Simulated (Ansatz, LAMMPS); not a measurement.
**Molecular dynamics of glassy 57SiO2-43MgO (mol %) (59 atoms)**

Aim: follow glassy 57SiO2-43MgO (mol %) (59 atoms) for a short time with forces from DFT, then look at structure and electrons in the last frame.

Method: Kohn-Sham DFT, PBE, PAW (set soft_2), plane waves, in Ansatz 0.2.0.

## (1) The structure

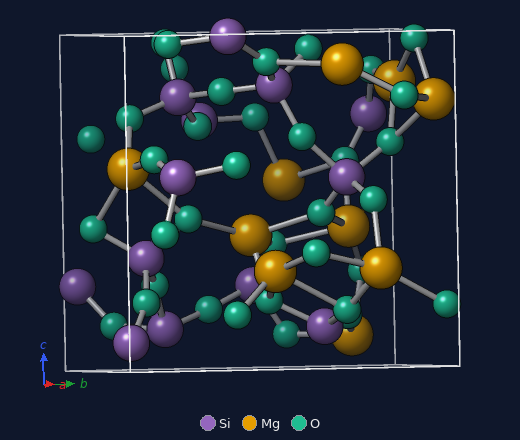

The starting structure, seen slightly off an axis (silicon purple, magnesium orange, oxygen teal). Bonds to atoms that aren't drawn are left out.

The cell holds 59 atoms: 13 Si, 10 Mg and 36 O. Cell: a = 9.088 Å, b = 9.088 Å, c = 9.088 Å, α = 90.0°, β = 90.0°, γ = 90.0°. 59 atoms (13 Si, 10 Mg, 36 O) placed at random at 2.46 g/cm³, melted at 4000 K for 10 ps at fixed volume with the Morse and Coulomb pair potential with partial charges (Pedone, Malavasi, Menziani, Cormack and Segre, J. Phys. Chem. B 110, 11780 (2006)). Quenched from 4000 K to 300 K at 5 K/ps and fixed volume, held 10 ps at zero pressure.

Limits known from the start: The quench rate of 5 K/ps far exceeds what a furnace or splat quench reaches, so expect more defects and frozen-in strain than in a real sample. The network of bonds at the start is that of the classical potential that made the cell. Only the Γ point is sampled, in a cell whose shortest periodic width is 9 Å.

## (2) Dynamics at 400 K

A Nosé–Hoover thermostat steers the temperature while disturbing the dynamics little. The time step is 1.0 fs.

input.yaml reads:

```yaml
crystal:
  lattice:
    - [9.08761, 0.0, 0.0]
    - [0.0, 9.08761, 0.0]
    - [0.0, 0.0, 9.08761]
  atoms:
    - { symbol: Si, position: [0.00906, 0.03886, 0.25053] }
    - { symbol: Si, position: [0.94968, 0.16491, 0.57661] }
    - { symbol: Si, position: [0.11869, 0.90876, 0.75015] }
    - { symbol: Si, position: [0.09356, 0.5554, 0.24622] }
    [... 49 atom lines left out ...]
    - { symbol: O, position: [0.80496, 0.78454, 0.4989] }
    - { symbol: O, position: [0.25542, 0.36375, 0.72252] }
    - { symbol: O, position: [0.43256, 0.12287, 0.75067] }
    - { symbol: O, position: [0.62674, 0.95204, 0.97604] }
    - { symbol: O, position: [0.59036, 0.13264, 0.20242] }
    - { symbol: O, position: [0.76672, 0.4754, 0.91503] }
kpoints:
  mp_grid: { grid: [1, 1, 1] }
hamiltonian:
  xc: pbe
scf:
  occupations: { method: fixed }
output:
  forces: true
md:
  timestep: 1.0
  n_steps: 200
  ensemble: nvt_nose_hoover
  temperature: 400
  initial_velocities: maxwell_boltzmann
  seed: 5301
```

Run with:

```sh
ansatz run input.yaml --threads 4 --pin off --max-ram 8192MiB --backend cpu --events-out ev --progress --plain --runs-dir out
```

Wall time 6.4 min (4 threads of Arm Neoverse V2, shared host); peak memory 0.85 GiB; 24 min of CPU time.

The program notes that it switched symmetry off.

Rows from the run:

| time (fs) | T (K) | potential (meV/atom) | conserved (meV/atom) |
| --- | --- | --- | --- |
| 0.0 | 400 | 0.0 | 0.00 |
| 13.0 | 562 | -20.8 | -0.05 |
| 27.0 | 459 | -8.5 | 0.00 |
| 40.0 | 479 | -12.4 | -0.03 |
| 53.0 | 485 | -14.9 | -0.05 |
| 67.0 | 497 | -18.8 | -0.07 |
| 80.0 | 471 | -17.9 | -0.06 |
| 93.0 | 373 | -7.7 | -0.03 |
| 107.0 | 492 | -24.7 | -0.08 |
| 120.0 | 403 | -15.1 | -0.04 |
| 133.0 | 386 | -14.4 | -0.02 |
| 147.0 | 471 | -26.4 | -0.08 |
| 160.0 | 411 | -19.8 | -0.06 |
| 173.0 | 361 | -14.3 | -0.04 |
| 187.0 | 423 | -22.8 | -0.07 |
| 200.0 | 486 | -31.4 | -0.09 |

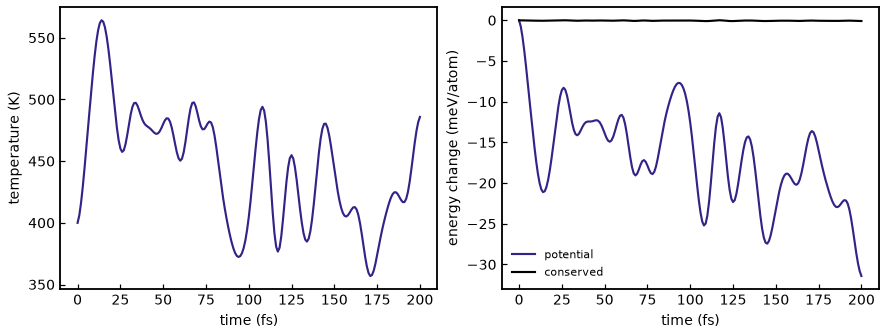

Temperature and energies against time.

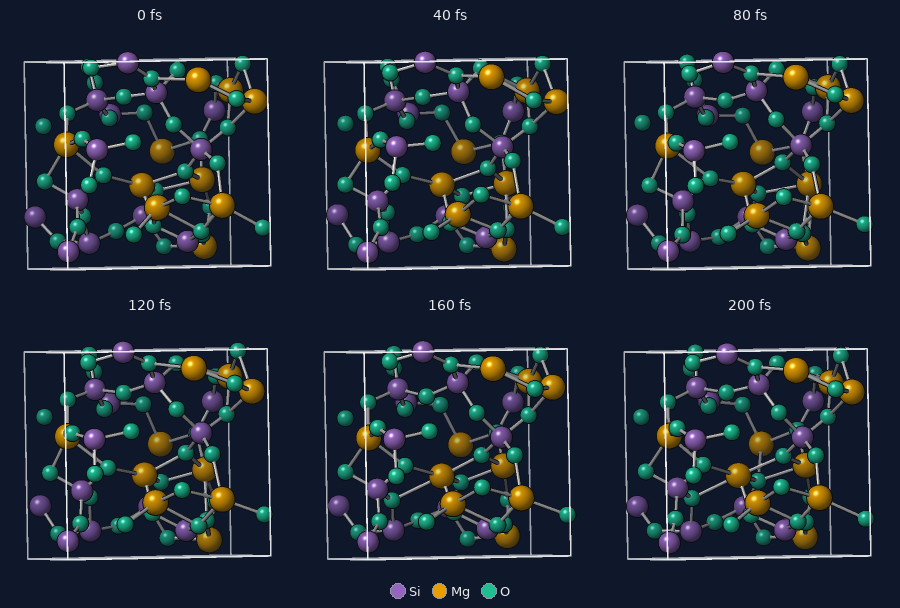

6 frames of the run. Bonds to atoms that aren't drawn are left out.

Mean square displacement from the first frame to the last: Si 0.017 Å², Mg 0.047 Å², O 0.054 Å².

The mean square displacement by time lag:

| time lag (fs) | Mg (Å²) | O (Å²) | Si (Å²) |
| --- | --- | --- | --- |
| 1.0 | 3.6e-5 | 6.9e-5 | 4.5e-5 |
| 9.0 | 0.00282 | 0.00512 | 0.00320 |
| 17.0 | 0.00924 | 0.0148 | 0.00855 |
| 25.0 | 0.0175 | 0.0246 | 0.0124 |
| 29.0 | 0.0217 | 0.0291 | 0.0135 |
| 38.0 | 0.0306 | 0.0385 | 0.0156 |
| 46.0 | 0.0372 | 0.0457 | 0.0180 |
| 54.0 | 0.0425 | 0.0508 | 0.0204 |
| 62.0 | 0.0466 | 0.0540 | 0.0224 |
| 71.0 | 0.0501 | 0.0574 | 0.0246 |
| 75.0 | 0.0515 | 0.0594 | 0.0257 |
| 83.0 | 0.0538 | 0.0640 | 0.0276 |
| 91.0 | 0.0558 | 0.0686 | 0.0289 |
| 100.0 | 0.0574 | 0.0725 | 0.0291 |

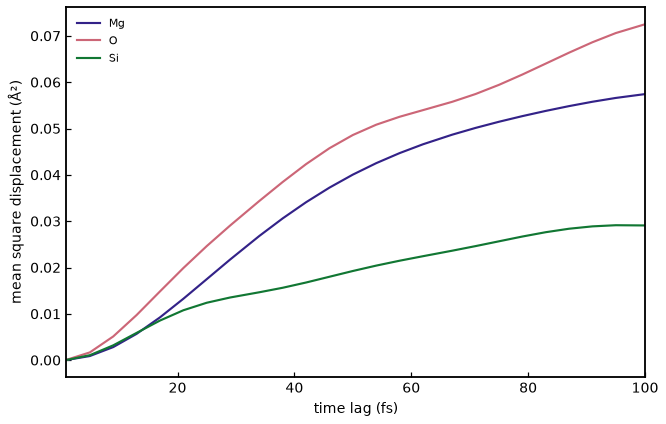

Mean square displacement against time lag.

Over the second half of 200 fs the temperature averages 423 K with swings of 35 K r.m.s. The conserved energy stays within 0.10 meV/atom. From first frame to last O has the largest mean square displacement, 0.054 Å² at the end; the farthest move is 0.56 Å. The count of bonds goes from 97 in the first frame to 98 in the last, by one set of cutoffs: 1 pairs passed out of them and 2 came within. The run spans 0.20 ps, too short for its means to be equilibrium values.

## (3) Local order late in the run

The g(r) is a mean over the second half; what follows it is taken at the last frame.

Density 2.62 g/cm³, 12.72 Å³ an atom.

Mean of 14 frames. g(r), total and by pair (bins of 0.2 Å):

| r (Å) | total | O-O | O-Si | O-Mg | Si-Si | Si-Mg | Mg-Mg |
| --- | --- | --- | --- | --- | --- | --- | --- |
| 1.50 | 0.62 | 0.00 | 2.31 | 0.00 | 0.00 | 0.00 | 0.00 |
| 1.70 | 2.68 | 0.00 | 9.96 | 0.00 | 0.00 | 0.00 | 0.00 |
| 1.90 | 0.59 | 0.00 | 0.03 | 2.82 | 0.00 | 0.00 | 0.00 |
| 2.10 | 0.93 | 0.00 | 0.00 | 4.48 | 0.00 | 0.00 | 0.00 |
| 2.30 | 0.24 | 0.06 | 0.00 | 1.05 | 0.00 | 0.00 | 0.00 |
| 2.50 | 0.61 | 1.43 | 0.00 | 0.34 | 0.00 | 0.15 | 0.00 |
| 2.70 | 1.46 | 3.55 | 0.07 | 0.36 | 0.10 | 0.53 | 0.17 |
| 2.90 | 0.97 | 1.52 | 0.30 | 0.47 | 1.37 | 1.47 | 1.86 |
| 3.10 | 1.00 | 0.94 | 0.25 | 0.56 | 3.83 | 2.77 | 2.73 |
| 3.30 | 0.89 | 0.84 | 0.57 | 0.52 | 0.69 | 2.91 | 2.33 |
| 3.50 | 0.90 | 0.81 | 1.11 | 0.69 | 0.16 | 1.75 | 0.64 |
| 3.70 | 0.84 | 0.63 | 1.15 | 0.88 | 0.50 | 0.69 | 1.31 |
| 3.90 | 1.04 | 0.70 | 1.58 | 1.27 | 0.48 | 0.53 | 0.70 |
| 4.10 | 1.21 | 0.78 | 2.02 | 1.46 | 0.46 | 0.38 | 0.72 |
| 4.30 | 1.15 | 0.76 | 1.65 | 1.56 | 0.74 | 0.57 | 0.65 |

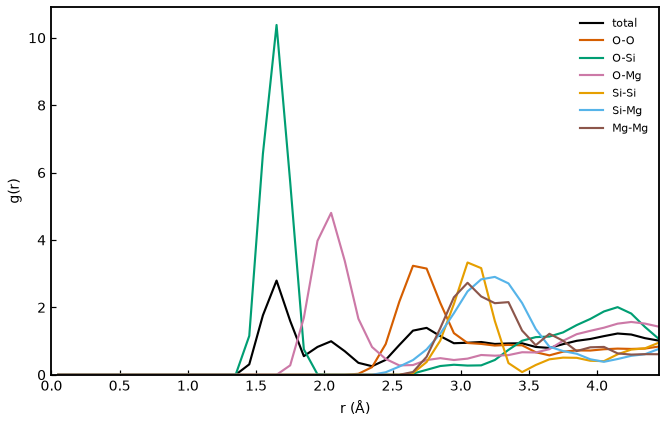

Pair distribution functions, lightly smoothed.

Bonds by pair of elements; cutoffs follow the first minimum of g(r), held within bounds set by covalent radii, and pairs that aren't listed don't count as bonded:

| pair A-B | cutoff (Å) | bonds | mean length (Å) | spread (Å) | shortest (Å) | B about A | A about B |
| --- | --- | --- | --- | --- | --- | --- | --- |
| O-Si | 2.12 | 52 | 1.64 | 0.05 | 1.52 | 1.44 | 4 |
| O-Mg | 2.58 | 46 | 2.10 | 0.168 | 1.88 | 1.28 | 4.6 |

How many atoms have how many bonded neighbours:

| element | mean | 2 | 3 | 4 | 5 |
| --- | --- | --- | --- | --- | --- |
| Mg | 4.6 | 0 | 0 | 4 | 6 |
| O | 2.72 | 13 | 20 | 3 | 0 |
| Si | 4 | 0 | 0 | 13 | 0 |

Bond angles, per cent of each kind in bins of 5°:

| angle (°) | O-Mg-O | O-Si-O | Mg-O-Si | Mg-O-Mg | Si-O-Si |
| --- | --- | --- | --- | --- | --- |
| 65–70 | 4.8 | 0.0 | 0.0 | 0.0 | 0.0 |
| 70–75 | 2.4 | 0.0 | 0.0 | 0.0 | 0.0 |
| 75–80 | 2.4 | 0.0 | 0.0 | 0.0 | 0.0 |
| 80–85 | 11.9 | 0.0 | 0.0 | 8.0 | 0.0 |
| 85–90 | 13.1 | 0.0 | 8.0 | 12.0 | 0.0 |
| 90–95 | 7.1 | 0.0 | 10.0 | 28.0 | 0.0 |
| 95–100 | 1.2 | 9.0 | 4.0 | 8.0 | 0.0 |
| 100–105 | 8.3 | 16.7 | 0.0 | 8.0 | 0.0 |
| 105–110 | 11.9 | 30.8 | 10.0 | 4.0 | 0.0 |
| 110–115 | 8.3 | 20.5 | 12.0 | 8.0 | 0.0 |
| 115–120 | 5.9 | 17.9 | 8.0 | 8.0 | 0.0 |
| 120–125 | 3.6 | 5.1 | 10.0 | 4.0 | 6.2 |
| 125–130 | 1.2 | 0.0 | 14.0 | 4.0 | 18.8 |
| 130–135 | 3.6 | 0.0 | 4.0 | 0.0 | 18.8 |
| 135–140 | 3.6 | 0.0 | 6.0 | 4.0 | 12.5 |
| 140–145 | 1.2 | 0.0 | 8.0 | 4.0 | 0.0 |
| 145–150 | 1.2 | 0.0 | 4.0 | 0.0 | 12.5 |
| 150–155 | 1.2 | 0.0 | 2.0 | 0.0 | 6.2 |
| 155–160 | 3.6 | 0.0 | 0.0 | 0.0 | 12.5 |
| 160–165 | 2.4 | 0.0 | 0.0 | 0.0 | 6.2 |
| 165–170 | 0.0 | 0.0 | 0.0 | 0.0 | 6.2 |
| 170–175 | 0.0 | 0.0 | 0.0 | 0.0 | 0.0 |
| 175–180 | 1.2 | 0.0 | 0.0 | 0.0 | 0.0 |

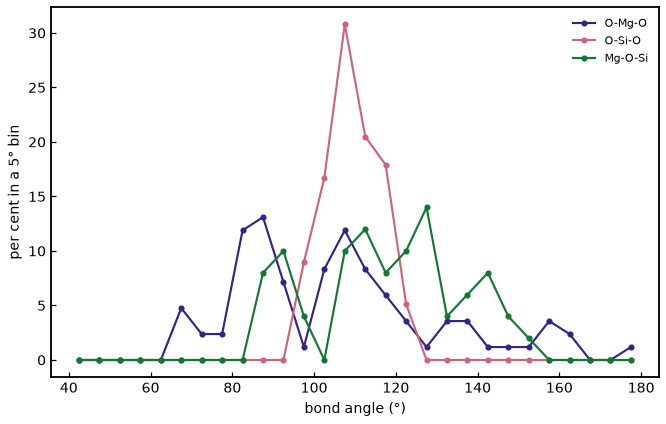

Distributions of the most common bond angles.

Bond angles (no mean is given where the spread exceeds 20°):

| angle | count | mean (°) | spread (°) |
| --- | --- | --- | --- |
| O-Mg-O | 84 | - | - |
| O-Si-O | 78 | 109 | 6.8 |
| Mg-O-Si | 50 | 118 | 18 |
| Mg-O-Mg | 25 | 104 | 16.7 |
| Si-O-Si | 16 | 141 | 13.6 |

Oxygen atoms by the number of network formers (Si, P, Ge, B, Al, As, Ga) bound to them:

| network formers bound to O | O atoms | per cent |
| --- | --- | --- |
| 0 | 0 | 0 |
| 1 | 20 | 55.6 |
| 2 | 16 | 44.4 |

Network units: each former by its oxygen neighbours and how many of them bridge to another former:

| former | O neighbours | bridging O | atoms |
| --- | --- | --- | --- |
| Si | 4 | 1 | 4 |
| Si | 4 | 2 | 1 |
| Si | 4 | 3 | 6 |
| Si | 4 | 4 | 2 |

Bond length by coordination (bonds to H left out):

| element | coordination | atoms | mean bond length (Å) |
| --- | --- | --- | --- |
| Mg | 4 | 4 | 2.03 |
| Mg | 5 | 6 | 2.14 |
| O | 2 | 13 | 1.65 |
| O | 3 | 20 | 1.92 |
| O | 4 | 3 | 2.01 |

Rings of the network by King's shortest-path rule, up to 12 atoms, one path for each pair of neighbours; H, halogens, alkali and alkaline-earth atoms are left out, and the last column divides by all other atoms, bonded or not:

| ring size (atoms) | rings | per network atom |
| --- | --- | --- |
| 12 | 2 | 0.041 |

First main peaks of g(r), for some of the pairs, lie near 2.7 Å (O-O), 1.6 Å (O-Si), 2.0 Å (O-Mg), 3.1 Å (Si-Si), 3.2 Å (Si-Mg) and 3.0 Å (Mg-Mg). Counting bonds as in the table, 60 % of Mg atoms have 5, 56 % of O atoms have 3 and all Si atoms have 4 bonded neighbours. 44 % of the oxygens bridge two formers (Si) and 56 % are non-bridging. The commonest Si unit has 4 oxygens, 3 of them shared with other formers (6 of 13 atoms). All rings counted have 12 atoms.

## (4) Single point at the last frame

The last frame is solved again with fuller output, to read the electronic structure of a thermally displaced geometry.

input.yaml reads:

```yaml
crystal:
  lattice:
    - [9.08761, 0.0, 0.0]
    - [0.0, 9.08761, 0.0]
    - [0.0, 0.0, 9.08761]
  atoms:
    - { symbol: Si, position: [0.00623, 0.05025, 0.25279] }
    - { symbol: Si, position: [0.95995, 0.15427, 0.57567] }
    - { symbol: Si, position: [0.12603, 0.90132, 0.74712] }
    - { symbol: Si, position: [0.09182, 0.56022, 0.24306] }
    [... 49 atom lines left out ...]
    - { symbol: O, position: [0.79117, 0.7798, 0.48809] }
    - { symbol: O, position: [0.25392, 0.36084, 0.73334] }
    - { symbol: O, position: [0.4455, 0.12317, 0.75687] }
    - { symbol: O, position: [0.6447, 0.94006, 0.9673] }
    - { symbol: O, position: [0.56995, 0.12589, 0.19433] }
    - { symbol: O, position: [0.78151, 0.4905, 0.92191] }
kpoints:
  mp_grid: { grid: [1, 1, 1] }
hamiltonian:
  xc: pbe
scf:
  occupations: { method: fixed }
output:
  forces: true
  stress: true
  populations: true
  dos:
    method: { smearing: { sigma: 0.08 } }
    de: 0.1
    projected: { site_lists: { Mg: [Mg], O: [O], Si: [Si] } }
  eigenvalues: true
  write_density: true
  write_potential: true
  volumetric_format: npy
  elf: true
```

Run time: 6 s. Hardware: 4 threads; peak memory 0.86 GiB; 22 s of CPU time.

Numbers from this run:

| Item | Value |
| --- | --- |
| free energy | -47998.0200 eV |
| free energy per atom | -813.5258 eV/atom |
| SCF cycles | 9 |
| pressure | 1.431 GPa |
| r.m.s. force component | 0.9203 eV/Å |
| longest force | 3.617 eV/Å |
| Fermi energy | 3.857 eV |
| gap (highest filled to lowest empty level) | 3.918 eV |
| spilling of the projection | 0.01096 |

Neighbours are counted within 2.12 Å (O-Si), 2.58 Å (O-Mg), the cutoffs taken from the dynamics.

Length of the force by element and coordination:

| element | coordination | atoms | mean length of the force (eV/Å) | spread | least | most |
| --- | --- | --- | --- | --- | --- | --- |
| Mg | all | 10 | 0.846 | 0.380 | 0.235 | 1.73 |
| Mg | 4 | 4 | 0.798 | 0.558 | 0.235 | 1.73 |
| Mg | 5 | 6 | 0.878 | 0.174 | 0.676 | 1.19 |
| O | all | 36 | 1.30 | 0.637 | 0.355 | 3.31 |
| O | 2 | 13 | 1.40 | 0.786 | 0.355 | 3.31 |
| O | 3 | 20 | 1.27 | 0.532 | 0.627 | 2.75 |
| O | 4 | 3 | 1.05 | 0.446 | 0.415 | 1.38 |
| Si | all | 13 | 2.11 | 0.781 | 0.956 | 3.62 |

(Continued in part 2 of 2.)

[Logs are printed without paths, hosts, clocks, repeated set-up lines and the standing remarks that a program may print on its own settings, such as how far it seeks lower states.]

[Hosts, paths, dates, database ids (printed as entryN), source tags and the programs' standing remarks are cut or masked in the printed files.]
